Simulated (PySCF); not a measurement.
## A study: C3H7B, charge −1, doublet, SMILES `[BH2-]C1CC1`

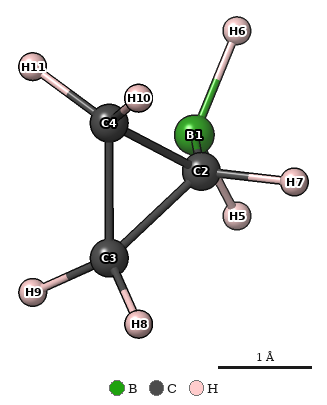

The molecule, with its atoms numbered as below. No frequency check shows the geometry to be a minimum.

Coordinates in Å:

```
B1      -1.7389   -0.0005    0.2693
C2      -0.2843    0.0006   -0.4409
C3       0.8898   -0.7502    0.1342
C4       0.8902    0.7498    0.1348
H5      -2.3861   -1.0283    0.0481
H6      -2.3855    1.0297    0.0489
H7      -0.2445    0.0017   -1.5495
H8       1.6015   -1.2562   -0.5182
H9       0.7657   -1.2551    1.0857
H10      1.6022    1.2559   -0.5171
H11      0.7665    1.2539    1.0868
```

### 1. Bonding charge

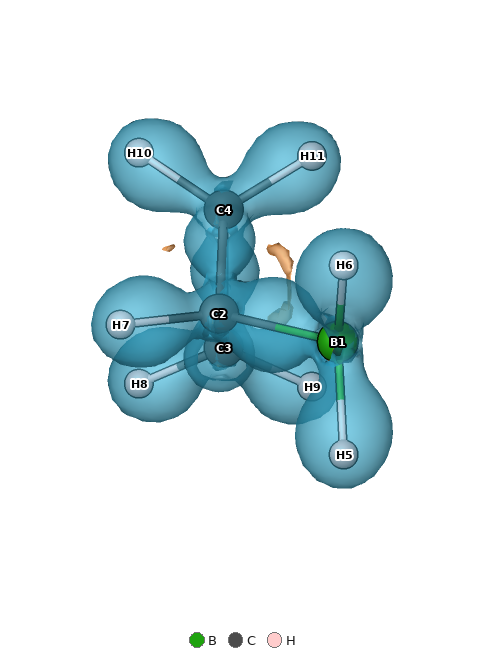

Deformation density (molecule less spherical, spin-averaged free atoms at the same positions), surfaces at ±0.14 e/Å³; light blue: gain, orange: loss.

PySCF calculation, B3LYP/6-31+G*, gas phase; geometry: GFN2-xTB. The highest occupied Kohn–Sham orbital has positive energy, a self-interaction fault of such functionals for anions. The stability of the open-shell solution wasn't checked. GFN2-xTB doesn't know the spin state, so this open-shell geometry is rough.

Describe the bonding that the map shows.

Answer. C3–H9 and C4–H11: +0.65 e/Å³ at the bond critical point (bond length 1.08 Å). C3–H8 and C4–H10: +0.61 e/Å³ at the bond critical point (bond length 1.09 Å). C2–H7: +0.57 e/Å³ at the bond critical point (bond length 1.11 Å). C3–C4: +0.33 e/Å³ at the bond critical point (bond length 1.50 Å). C2–C4 and C2–C3: +0.33 e/Å³ at the bond critical point (bond length 1.51 Å). B1–H5 and B1–H6: +0.31 e/Å³ at the bond critical point (bond length 1.24 Å). B1–C2: +0.28 e/Å³ at the bond critical point (bond length 1.62 Å). In all, 2.5 electrons gather in the regions of gain relative to the promolecule of neutral atoms (this includes the anion's extra charge).

Where do the Hirshfeld charges lie?

Answer. The highest Hirshfeld charge is on H9 and H11 (+0.01 e), the lowest on B1 (−0.29 e).

```
atom  charge (e)
  B1       −0.29
  C2       −0.15
  C3       −0.14
  C4       −0.14
  H5       −0.16
  H6       −0.16
  H7       +0.01
  H8        0.00
  H9       +0.01
 H10        0.00
 H11       +0.01
```

### 2. Electrostatic potential

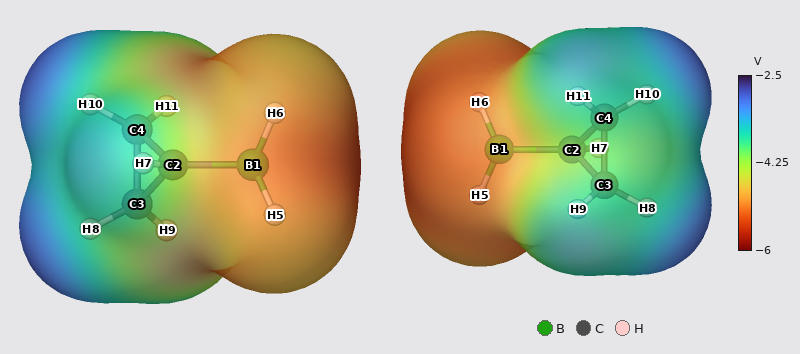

Electrostatic potential on the surface of electron density 0.001 a.u. (back view left, front view right).

Where are the extremes of the potential on the surface?

Answer. Highest: −2.89 V, 1.4 Å from H10, and at like points elsewhere. Further maxima include −3.38 V, 1.4 Å from H9, and at like points elsewhere; −3.39 V, 1.5 Å from H7. Lowest: −5.52 V, near H5 (1.98 Å), H6 (2.04 Å) and B1 (2.13 Å). The surface is sampled at points, so like sites can differ by a few per cent and only the strongest of them is named.

What volume does the surface enclose?

Answer. About 121 Å³.

### 3. Spin density

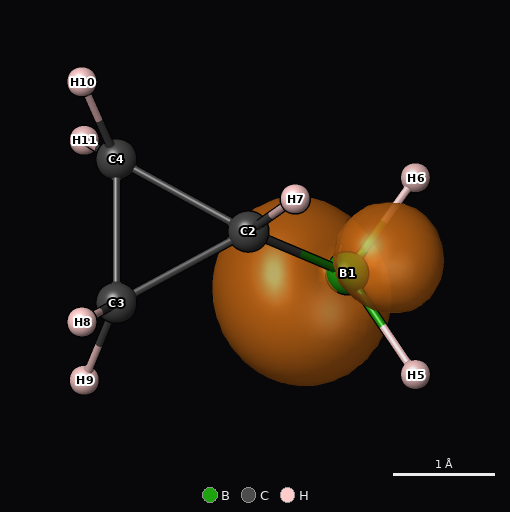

Spin density ρα − ρβ at ±0.05 e/Å³ (orange: excess α, blue: excess β).

How is the spin shared among the atoms?

Answer. Hirshfeld spin populations: B1 +0.69, C2 +0.06 and H5 and H6 +0.05. ⟨S²⟩ = 0.75, as for a pure state.

### 4. In an electric field

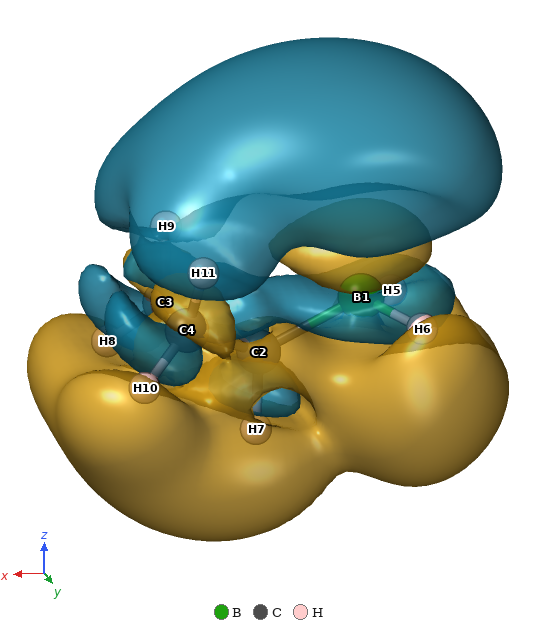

Change of the electron density in a uniform field of 0.10 V/Å, surfaces at ±0.0003 e/Å³ (yellow: gain, teal: loss).

Method: LDA (SVWN)/6-31+G*; geometry: GFN2-xTB; program: PySCF. For an anion such functionals hold the outermost electrons too loosely, so the response is rough. The basis has diffuse s and p functions alone, which still leaves polarisabilities too small, most of all across bonds. The stability of the open-shell solution wasn't checked. GFN2-xTB doesn't know the spin state, so this open-shell geometry is rough.

The field was applied in both directions; the picture shows the one opposite to the script's first.

Along which Cartesian direction does the field point?

Answer. Along +z: electrons gather on the −z side, against the field.

What dipole is induced, and what polarisability does it imply?

Answer. The induced dipole is 0.68 D (along the field); α along this axis, from the fields in both directions, is 135 bohr³ (20.0 Å³).

### 5. Removing or adding an electron

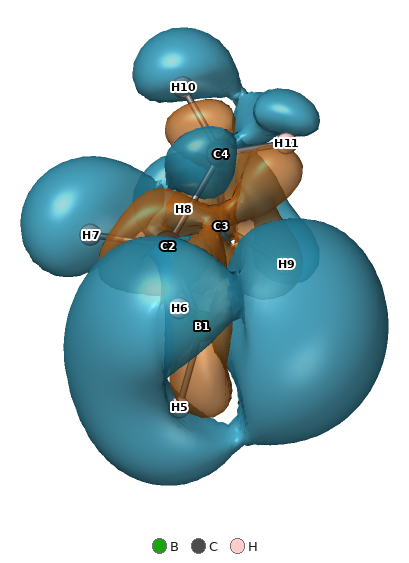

Fukui function f⁻ = ρ(N) − ρ(N−1) at fixed geometry, surfaces at ±0.008 e/Å³ (light blue positive, orange negative).

Computed with PySCF, BP86/6-311+G**, geometry: GFN2-xTB. The highest occupied Kohn–Sham orbital has positive energy, a self-interaction fault of such functionals for anions. GFN2-xTB doesn't know the spin state, so this open-shell geometry is rough.

Which atoms respond most to the removal of an electron?

Answer. f⁻ (Hirshfeld-condensed) is largest on B1 (0.45); the vertical detachment energy is 0.72 eV (to the singlet neutral species, which needn't be its lowest state). Condensed values hint at sites of electrophilic attack but needn't mark the atom that reacts. Orbital relaxation makes it negative in places (0.21 e in all).
